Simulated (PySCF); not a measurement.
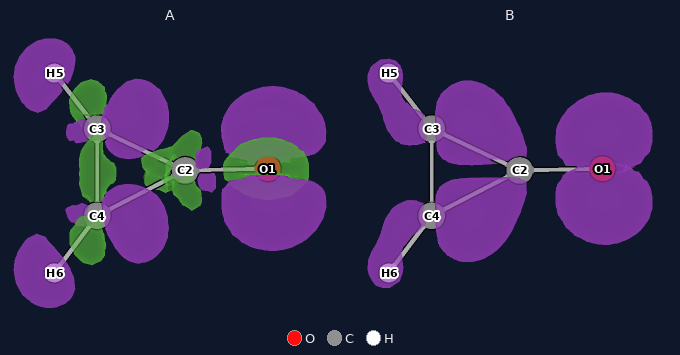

Figure 1: C3H2O, SMILES `O=C1C=C1`. The Fukui function f⁻ from two separate SCF calculations and the density of the HOMO, at ±0.04 e/Å³ (purple positive, green negative).

PySCF calculation, PBE0/6-311+G**, gas phase; geometry: GFN2-xTB. No frequency check shows the geometry to be a minimum.

Input

```python
import numpy as np
from pyscf import gto, scf, dft
from pyscf.scf import atom_ks, atom_hf
from scipy.linalg import block_diag

def solve(mol, dm0=None, hcore=None):
    mf = (dft.UKS if mol.spin else dft.RKS)(mol, xc='pbe0')
    mf.grids.level = 3
    mf = mf.density_fit(auxbasis='def2-universal-jkfit')
    mf.conv_tol, mf.max_cycle = 1e-8, 80
    if hcore is not None:
        mf.get_hcore = lambda *args: hcore
    mf.kernel(dm0)
    if not mf.converged:
        mf = mf.newton().run(mf.mo_coeff, mf.mo_occ, max_cycle=30)
    assert mf.converged, 'SCF not converged'
    return mf

mol = gto.M(atom='''
O     -1.52473    -0.00002     0.00000
C     -0.33526     0.00007     0.00000
C      0.92703    -0.67459     0.00000
C      0.92706     0.67455     0.00000
H      1.54245    -1.54682     0.00000
H      1.54251     1.54675     0.00000
''', basis='6-311+g**', charge=0, spin=0, verbose=4)
mf = solve(mol)
out = dict(e0=mf.e_tot, dm0=mf.make_rdm1(), c=mf.mo_coeff, occ=mf.mo_occ, eps=mf.mo_energy)
for name, dq, spin in [('cation', 1, 1), ('anion', -1, 1)]:
    ion = mol.copy().set(charge=mol.charge + dq, spin=spin).build()
    mi = solve(ion)
    if spin and dq > 0 and mol.nao < 130:
        c, _, stable, _ = mi.stability(return_status=True)
        if not stable:
            mi = solve(ion, mi.make_rdm1(c, mi.mo_occ))
    print(name, 'vertical energy change / eV', (mi.e_tot - mf.e_tot) * 27.211386)
    out.update({'e_' + name: mi.e_tot, 'dm_' + name: mi.make_rdm1(), 's2_' + name: mi.spin_square()[0], 'eps_' + name: mi.mo_energy, 'occ_' + name: mi.mo_occ})
# spherically averaged free atoms, for the promolecule
atm = atom_ks.get_atm_nrks(mol, xc='pbe0')
pro = block_diag(*[(atm[a[0]][2] * atm[a[0]][3]) @ atm[a[0]][2].T for a in mol._atom])
np.savez('result.npz', pro=pro, **out)
```

Command:

```sh
OMP_NUM_THREADS=1 python input.py
```

The run took 110 s on 1 thread of Arm Neoverse V1, with other jobs on the host, peak memory 0.49 GiB.

Partitions, critical points and surface values were worked out afterwards from this run's density.

Which panel is which, and how good is the frozen-orbital picture?

Answer. A is f⁻ (it has negative regions), B the HOMO density. The HOMO lies on O1 (53 %) and C2, C3 and C4 (14 % each); f⁻ (Hirshfeld-condensed) is largest on O1 (0.37); the vertical ionisation energy is 9.55 eV. Relaxation shifts 16 % of the electron between atoms. The orbital energy is −7.07 eV.
